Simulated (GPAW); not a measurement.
## TePb (Fm-3m): G0W0 on several meshes in GPAW

Wanted: mesh dependence and cost of G0W0 for TePb (Fm-3m).

Main program and level: GPAW 26.7.0; PBE and many-body steps on it, plane waves.

## (1) Starting point

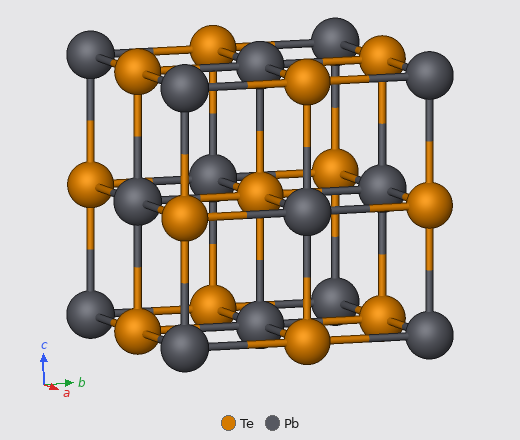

Start, viewed slightly off an axis; tellurium orange, lead dark grey. This picture shows the conventional cell, with its axes. Some periodic images of atoms are drawn too.

Structure file:

```xyz
2
Lattice="0.0000 3.2310 3.2310 3.2310 0.0000 3.2310 3.2310 3.2310 0.0000" Properties=species:S:1:pos:R:3 pbc="T T T"
Te    3.2310    3.2310    3.2310
Pb    0.0000    0.0000    0.0000
```

The cell and positions come from the Crystallography Open Database and are kept as given unless a step says otherwise. Spin-orbit coupling is left out unless a step names it.

## (2) Empty states on the mesh, 4×4×4 mesh, 805 bands

This step: GPAW 26.7.0; DFT, PBE, plane waves, PAW.

The sums over transitions need many empty states on a uniform mesh; this step solves for them.

The input, run.py:

```python
import json
import numpy as np
from gpaw.mpi import world
from gpaw import GPAW

calc = GPAW('gs.gpw').fixed_density(kpts={'size': (4, 4, 4), 'gamma': True},
    parallel={'domain': 1, 'band': 1},
    txt='nscf.txt')
calc.diagonalize_full_hamiltonian(nbands=805)
calc.write('full.gpw', mode='all')
res = {}
kpts = calc.get_ibz_k_points()
res['kpts'] = kpts
res['eigenvalues'] = [calc.get_eigenvalues(kpt=k) for k in range(len(kpts))]
res['n_electrons'] = calc.get_number_of_electrons()

if world.rank == 0:
    with open('result.json', 'w') as f:
        json.dump(res, f, default=lambda x: x.tolist())
```

Command:

```console
mpirun -n 4 gpaw python run.py
```

Numbers of over 12 decimals in the logs are rounded to 6 here.

Output:

```text
Diagonalizing LCAO Hamiltonian
Converting LCAO to pw mode
convergence criteria:
- Maximum integral of absolute [eigenst]ate change: 4e-08 eV^2 / valence electron
maximum number of iterations: 100

SCF iterations
|iter     |     time |      energy | eigst |  dens |
|iter:   1|  |             | +1.73 |       |
|iter:   2|  |             | +0.71 |       |
|iter:   3|  |             | -0.95 |       |
[...]
|iter:   7|  |             | -5.74 |       |
|iter:   8|  |             | -6.78 |       |
|iter:   9|  |             | -7.58c|       |
SCF steps: 9
  __  _  _
 | _ |_)|_||  |
 |__||  | ||/\| - 26.7.0

Input parameters:
  mode=PW(ecut=450.000000),
  convergence={'density': 1e-06, 'bands': -3},
  gpts=array([24, 24, 24]),
  kpts=MonkhorstPack(size=(4, 4, 4), gamma=True),
  maxiter=100,
  nbands=17,
  occupations=Occupations(name='fermi-dirac', width=0.001, fixmagmom=False),
  parallel={'domain': 1, 'band': 1},
  xc=XC(name='PBE')
Matrix size: 1475x1475
# Writing to full.gpw (mode='all')
  [... matrices ...]

timing:  # [seconds]
  Total: 3.470  # ━━━━━━━━━━━━━━━━━━━━━━━━━━━━━━━━━━━━━━━━━━━━━━━━━━━━━━━━━━━
```

Run time: 6.6 s. Hardware: 4 MPI ranks of AMD EPYC 9R45, shared host; peak memory 1.5 GiB; 25 s of CPU time.

This step gave:

- gap: 0.6927 eV
- k of the valence top: 0.5, 0.5, 0.5
- k of the conduction bottom: 0.5, 0.5, 0.5
- least direct gap: 0.6927 eV
- k points computed: 8
- lowest point of the top converged band, above the valence top: 285.6943 eV

On this mesh the gap is 0.693 eV.

## (3) 4×4×4

G0W0 replaces the xc potential by the self-energy, built once from these orbitals. Only a window of levels is corrected, while the sums run over the empty bands that the input names.

This step: G0W0 on PBE, plane waves, PAW.

The input, run.py:

```python
import json
import numpy as np
from gpaw.mpi import world
from gpaw.response.g0w0 import G0W0

gw = G0W0('full.gpw',
    filename='gw',
    kpts=[0, 7],
    bands=(8, 12),
    ecut=90,
    nbands=130,
    integrate_gamma='WS',
    ppa=True)
gw.calculate()
res = {mode: {k: v for k, v in r.items() if k != 'sigma_eskwn'}
       for mode, r in gw.all_results.items()}

if world.rank == 0:
    with open('result.json', 'w') as f:
        json.dump(res, f, default=lambda x: x.tolist())
```

Command:

```console
mpirun -n 4 gpaw python run.py
```

Output:

```text
Using integrator: PointIntegrator
FrequencyGridDescriptor(from 0.000+0.000j to 0.000+27.211j eV, 2 points)
Nonperiodic BCs:  [False False False]
Using integrator: PointIntegrator
FrequencyGridDescriptor(from 0.000+0.000j to 0.000+27.211j eV, 2 points)
Nonperiodic BCs:  [False False False]
  ___  _ _ _
 |   || | | |
 | | || | | |
 |__ ||_____|
 |___|

BZ k-points: Symmetries present (total): 48

  [... matrices ...]
64 k-points: 4 x 4 x 4 Monkhorst-Pack grid + [1/8,1/8,1/8]
8 k-points in the irreducible part of the Brillouin zone
       k-points in crystal coordinates                weights
   0:     0.00000000    0.00000000    0.00000000          1/64
   1:     0.25000000    0.25000000    0.00000000          6/64
   2:     0.25000000    0.25000000    0.25000000          8/64
   3:     0.50000000    0.25000000   -0.25000000          6/64
   4:     0.50000000    0.25000000    0.25000000         12/64
   5:     0.50000000    0.50000000    0.00000000          3/64
   6:     0.50000000    0.50000000    0.25000000         24/64
   7:     0.50000000    0.50000000    0.50000000          4/64

Distributing spins, k-points and bands (1 x 2 x 4) over 4 processes
Number of blocks: 1

Quasi particle states:
k-points (IBZ indices): [0, 7]
Band range: (8, 12)
  [... matrices ...]
Computational parameters:
Plane wave cut-off: 90 eV
Number of bands: 130
Coulomb cutoff: None
Broadening: 0.1 eV

fxc modes: GW
Kernel: RPA
Using Godby-Needs plasmon-pole approximation:
  Fitting energy: i*E0, E0 = 1.000 Hartree
Summing all q:

Calculating screened Coulomb potential
No Coulomb truncation
FrequencyGridDescriptor(from 0.000+0.000j to 0.000+27.211j eV, 2 points)
Removing empty qpoint cache files...

Calculating chi0 body with:
    Ground state adapter containing:
    Number of spins: 1
    Number of kpoints: 64
    Number of irreducible kpoints: 8
    Number of completely occupied states: 10
    Number of partially occupied states: 10
    Occupied states memory: 2.109375 M / cpu

    Linear response parametrization:
    q_c: [0.0, 0.0, 0.0]
    Number of frequency points: 2
    Planewave cutoff: 90.0
    Number of bands: 130
    Number of planewaves: 137
    Broadening (eta): 1e-06
    comm.size: 4
    kncomm.size: 4
    blockcomm.size: 1

    Memory estimate of potentially large arrays:
        chi0_wGG: 0.572784 M / cpu
Integrating chi0 body.

Symmetries of q_c:
    Direct symmetries (Uq -> q): 48
    Indirect symmetries (TUq -> q): 0
In total 48 allowed symmetries.

  [... matrices ...]
8 groups of equivalent kpoints. 87.5% reduction.

Integral kind: response function
Integrating chi0 head and wings.

Symmetries of q_c:
    Direct symmetries (Uq -> q): 48
    Indirect symmetries (TUq -> q): 0
In total 48 allowed symmetries.

  [... matrices ...]
8 groups of equivalent kpoints. 87.5% reduction.

Integral kind: response function wings

Calculating chi0 body with:
    Ground state adapter containing:
    Number of spins: 1
    Number of kpoints: 64
    Number of irreducible kpoints: 8
    Number of completely occupied states: 10
    Number of partially occupied states: 10
    Occupied states memory: 2.109375 M / cpu

    Linear response parametrization:
[... the further q-points ...]

Results:
f:      Occupation numbers
eps:     KS-eigenvalues [eV]
vxc:     KS vxc [eV]
exx:     Exact exchange [eV]
sigma:   Self-energies [eV]
dsigma:  Self-energy derivatives
Z:       Renormalization factors
qp:      QP-energies [eV]

k-point 0 (0): (0.000, 0.000, 0.000)                GW
band       f     eps     vxc     exx   sigma  dsigma       Z      qp
                                                                   GW
   8   1.000   4.304 -13.261 -15.247   1.570  -0.292   0.774   3.983
   9   1.000   4.304 -13.261 -15.247   1.570  -0.292   0.774   3.983
  10   0.000   9.720 -12.873  -8.253  -4.405  -0.289   0.776   9.887
  11   0.000   9.720 -12.873  -8.253  -4.405  -0.289   0.776   9.887

k-point 1 (7): (0.500, 0.500, 0.500)                GW
band       f     eps     vxc     exx   sigma  dsigma       Z      qp
                                                                   GW
   8   1.000   4.768 -13.770 -15.516   1.342  -0.284   0.779   4.453
   9   1.000   5.697 -14.481 -15.155   0.523  -0.267   0.789   5.577
  10   0.000   6.389 -11.263  -8.147  -3.178  -0.254   0.798   6.340
  11   0.000   6.914 -11.613  -8.514  -3.169  -0.259   0.794   6.859
```

Wall time 18 s (4 MPI ranks); peak memory 1.4 GiB; 72 s of CPU time.

This step gave:

```yaml
g0w0_gap_on_the_points_computed: 0.7629 eV
least_direct_g0w0_gap_on_the_computed_points: 0.7629 eV
z_at_the_valence_top: 0.7891
z_at_the_conduction_bottom: 0.7977
starting_gap_on_the_mesh: 0.6927 eV
k_of_the_valence_top: 0.5, 0.5, 0.5
k_of_the_conduction_bottom: 0.5, 0.5, 0.5
```

The gap on the mesh goes from 0.69 eV to 0.76 eV, a correction of +0.07 eV.

## (4) Empty states on the mesh, 6×6×6 mesh, 140 bands

This step: DFT, PBE, plane waves, PAW.

The input, run.py:

```python
import json
import numpy as np
from gpaw.mpi import world
from gpaw import GPAW

calc = GPAW('gs.gpw').fixed_density(kpts={'size': (6, 6, 6), 'gamma': True},
    parallel={'domain': 1, 'band': 1},
    txt='nscf.txt')
calc.diagonalize_full_hamiltonian(nbands=140)
calc.write('full.gpw', mode='all')
res = {}
kpts = calc.get_ibz_k_points()
res['kpts'] = kpts
res['eigenvalues'] = [calc.get_eigenvalues(kpt=k) for k in range(len(kpts))]
res['n_electrons'] = calc.get_number_of_electrons()

if world.rank == 0:
    with open('result.json', 'w') as f:
        json.dump(res, f, default=lambda x: x.tolist())
```

Command:

```console
mpirun -n 4 gpaw python run.py
```

Output:

```text
Diagonalizing LCAO Hamiltonian
Converting LCAO to pw mode
convergence criteria:
- Maximum integral of absolute [eigenst]ate change: 4e-08 eV^2 / valence electron
maximum number of iterations: 100

SCF iterations
|iter     |     time |      energy | eigst |  dens |
|iter:   1|  |             | +1.74 |       |
|iter:   2|  |             | +0.62 |       |
|iter:   3|  |             | -0.51 |       |
[...]
|iter:   8|  |             | -6.27 |       |
|iter:   9|  |             | -7.21 |       |
|iter:  10|  |             | -7.79c|       |
SCF steps: 10
  __  _  _
 | _ |_)|_||  |
 |__||  | ||/\| - 26.7.0

Input parameters:
  mode=PW(ecut=450.000000),
  convergence={'density': 1e-06, 'bands': -3},
  gpts=array([24, 24, 24]),
  kpts=MonkhorstPack(size=(6, 6, 6), gamma=True),
  maxiter=100,
  nbands=17,
  occupations=Occupations(name='fermi-dirac', width=0.001, fixmagmom=False),
  parallel={'domain': 1, 'band': 1},
  xc=XC(name='PBE')
Matrix size: 1464x1464
# Writing to full.gpw (mode='all')
  [... matrices ...]

timing:  # [seconds]
  Total: 5.152  # ━━━━━━━━━━━━━━━━━━━━━━━━━━━━━━━━━━━━━━━━━━━━━━━━━━━━━━━━━━━
```

Wall time 8.8 s (4 MPI ranks); peak memory 1.4 GiB; 34 s of CPU time.

Numbers from this step:

| Property | Result |
| --- | --- |
| gap | 0.6927 eV |
| k of the valence top | 0.5, 0.5, 0.5 |
| k of the conduction bottom | 0.5, 0.5, 0.5 |
| least direct gap | 0.6927 eV |
| k points computed | 16 |
| lowest point of the top converged band, above the valence top | 77.4454 eV |

On this mesh the gap is 0.693 eV.

## (5) 6×6×6

This step: G0W0 on PBE, plane waves, PAW.

The input, run.py:

```python
import json
import numpy as np
from gpaw.mpi import world
from gpaw.response.g0w0 import G0W0

gw = G0W0('full.gpw',
    filename='gw',
    kpts=[0, 15],
    bands=(8, 12),
    ecut=90,
    nbands=130,
    integrate_gamma='WS',
    ppa=True)
gw.calculate()
res = {mode: {k: v for k, v in r.items() if k != 'sigma_eskwn'}
       for mode, r in gw.all_results.items()}

if world.rank == 0:
    with open('result.json', 'w') as f:
        json.dump(res, f, default=lambda x: x.tolist())
```

Command:

```console
mpirun -n 4 gpaw python run.py
```

Output:

```text
Using integrator: PointIntegrator
FrequencyGridDescriptor(from 0.000+0.000j to 0.000+27.211j eV, 2 points)
Nonperiodic BCs:  [False False False]
Using integrator: PointIntegrator
FrequencyGridDescriptor(from 0.000+0.000j to 0.000+27.211j eV, 2 points)
Nonperiodic BCs:  [False False False]
  ___  _ _ _
 |   || | | |
 | | || | | |
 |__ ||_____|
 |___|

BZ k-points: Symmetries present (total): 48

  [... matrices ...]
216 k-points: 6 x 6 x 6 Monkhorst-Pack grid + [1/12,1/12,1/12]
16 k-points in the irreducible part of the Brillouin zone
       k-points in crystal coordinates                weights
   0:     0.00000000    0.00000000    0.00000000          1/216
   1:     0.16666667    0.16666667    0.00000000          6/216
   2:     0.16666667    0.16666667    0.16666667          8/216
[...]
9:     0.50000000    0.33333333   -0.16666667         12/216
          ...
  15:     0.50000000    0.50000000    0.50000000          4/216

Distributing spins, k-points and bands (1 x 2 x 4) over 4 processes
Number of blocks: 1

Quasi particle states:
k-points (IBZ indices): [0, 15]
Band range: (8, 12)
  [... matrices ...]
Computational parameters:
Plane wave cut-off: 90 eV
Number of bands: 130
Coulomb cutoff: None
Broadening: 0.1 eV

fxc modes: GW
Kernel: RPA
Using Godby-Needs plasmon-pole approximation:
  Fitting energy: i*E0, E0 = 1.000 Hartree
Summing all q:

Calculating screened Coulomb potential
No Coulomb truncation
FrequencyGridDescriptor(from 0.000+0.000j to 0.000+27.211j eV, 2 points)
Removing empty qpoint cache files...

Calculating chi0 body with:
    Ground state adapter containing:
    Number of spins: 1
    Number of kpoints: 216
    Number of irreducible kpoints: 16
    Number of completely occupied states: 10
[...]
Number of frequency points: 2
    Planewave cutoff: 90.0
    Number of bands: 130
    Number of planewaves: 137
    Broadening (eta): 1e-06
    comm.size: 4
    kncomm.size: 4
    blockcomm.size: 1

    Memory estimate of potentially large arrays:
        chi0_wGG: 0.572784 M / cpu
Integrating chi0 body.

Symmetries of q_c:
    Direct symmetries (Uq -> q): 48
    Indirect symmetries (TUq -> q): 0
In total 48 allowed symmetries.

  [... matrices ...]
16 groups of equivalent kpoints. 92.592593% reduction.

Integral kind: response function
Integrating chi0 head and wings.

Symmetries of q_c:
    Direct symmetries (Uq -> q): 48
    Indirect symmetries (TUq -> q): 0
In total 48 allowed symmetries.

  [... matrices ...]
16 groups of equivalent kpoints. 92.592593% reduction.

Integral kind: response function wings

Calculating chi0 body with:
    Ground state adapter containing:
    Number of spins: 1
    Number of kpoints: 216
    Number of irreducible kpoints: 16
    Number of completely occupied states: 10
    Number of partially occupied states: 10
[... the further q-points ...]

Results:
f:      Occupation numbers
eps:     KS-eigenvalues [eV]
vxc:     KS vxc [eV]
exx:     Exact exchange [eV]
sigma:   Self-energies [eV]
dsigma:  Self-energy derivatives
Z:       Renormalization factors
qp:      QP-energies [eV]

k-point 0 (0): (0.000, 0.000, 0.000)                GW
band       f     eps     vxc     exx   sigma  dsigma       Z      qp
                                                                   GW
   8   1.000   4.304 -13.261 -15.246   1.550  -0.292   0.774   3.968
   9   1.000   4.304 -13.261 -15.246   1.550  -0.292   0.774   3.968
  10   0.000   9.720 -12.873  -8.269  -4.374  -0.286   0.778   9.899
[...]
k-point 1 (15): (0.500, 0.500, 0.500)                GW
band       f     eps     vxc     exx   sigma  dsigma       Z      qp
                                                                   GW
[...]
10   0.000   6.389 -11.263  -8.235  -3.070  -0.251   0.799   6.356
  11   0.000   6.914 -11.613  -8.618  -3.054  -0.257   0.796   6.867
```

Wall time 78 s (4 MPI ranks); peak memory 1.7 GiB.

Numbers from this step:

- G0W0 gap on the points computed: 0.7870 eV
- least direct G0W0 gap on the computed points: 0.7870 eV
- Z at the valence top: 0.7905
- Z at the conduction bottom: 0.7993
- starting gap on the mesh: 0.6927 eV
- k of the valence top: 0.5, 0.5, 0.5
- k of the conduction bottom: 0.5, 0.5, 0.5

Against G0W0 in GPAW (4×4×4 mesh, 130 bands, screening to 90 eV, Godby-Needs plasmon pole), the gap moves by +0.024 eV.

## (6) Side by side

Times are wall times on 4 MPI ranks of AMD EPYC 9R45, shared host, good to a factor of about two.

```
  run   mesh  bands  screening cutoff (eV)  DFT gap (eV)  gap on the mesh (eV)  direct (eV)  time
4×4×4  4×4×4    130                     90         0.693                 0.763        0.763  18 s
6×6×6  6×6×6    130                     90         0.693                 0.787        0.787  78 s
```

## (7) Outcome

```
4×4×4        : 0.763 eV
6×6×6        : 0.787 eV
known limits : not at the basis limit; model gap, bands may invert with spin-orbit coupling; no spin-orbit coupling; coarse k mesh
```

In words: 6×6×6: +0.024 eV against 4×4×4. Bands and cutoff are finite, so the gap is not at the basis limit. The miss can reach some tenths of an eV and take either sign; the mesh is an error of its own. These stock PAW sets were not made for GW; the filled d or f shell of Te lies in the frozen core, which bears on start and correction. In the G0W0 runs levels were corrected at 2 k points alone, so a gap called «on the mesh» is the least over those, and an edge elsewhere would be missed. The 4×4×4 mesh is coarse for this cell, which bears on the long-range parts of exchange and screening. Where an edge is built on 6p states of lead, bismuth or thallium, scalar-relativistic gaps usually stand too wide, by a few tenths to over one eV. With atoms this heavy and so narrow a gap, spin-orbit coupling can invert the bands. These scalar-relativistic gaps are then model values, not to be set against experiment, and a spin-orbit change taken from DFT can't simply be added.

[Paths, hosts, dates, memory and timing lines, banners, echoed tables and standing remarks are left out of the program output.]

[Logs are printed without paths, hosts, clocks, repeated set-up lines and the standing remarks that a program may print on its own settings, such as how far it seeks lower states.]

[Runs of the session that timed out or met a known fault of the program may be left out.]

[Hosts, paths, dates, database ids (printed as entryN), source tags and the programs' standing remarks are cut or masked in the printed files.]
